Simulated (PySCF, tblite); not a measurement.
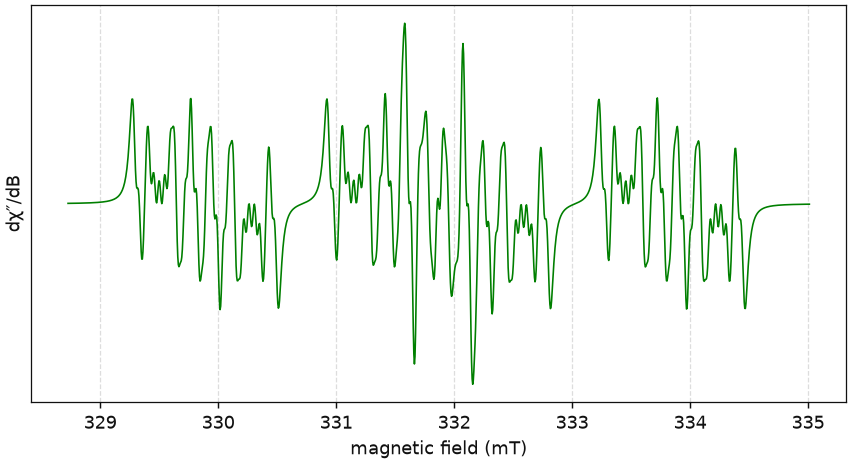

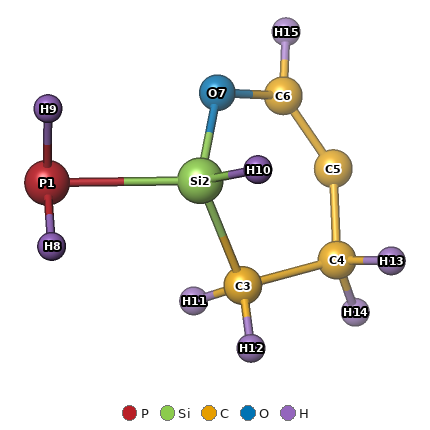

First-order isotropic EPR spectrum (fast tumbling, first derivative) of C₄H₈OPSi, SMILES P[Si@H]1CC[C]=CO1, doublet at 9.30 GHz, Lorentzian lines of 0.07 mT full width at half height, from computed g and hyperfine couplings (B3LYP/pcH-1 in PySCF 2.14.0, at a GFN2-xTB geometry (a minimum by its frequencies), gas phase); values of one conformer, averaged over methyl-type rotors alone; other conformers aren't averaged in; no vibrational averaging; dilute isotopes left out. The SMILES is one Lewis form and needn't show where the spin sits.

### Which couplings does the calculation give? The spectrum shows the sizes of those above the line width, not their signs.

```csv
nuclei,isotope,a (mT),a (MHz)
H14,¹H,2.31,64.6
H15,¹H,1.65,46.3
H12,¹H,0.49,13.8
H13,¹H,0.31,8.6
P1,³¹P,0.21,6.0
H11,¹H,−0.12,−3.4
H10,¹H,−0.04,−1.1
H8,¹H,0.01,0.3
H9,¹H,−0.01,−0.3
```

### What is the g value, and how wide is the spectrum?

g_iso = 2.0022, which centres the spectrum at 331.9 mT; it spans 5.2 mT.

Caveats: the tight-binding geometry is rougher than a DFT one and adds to the error.
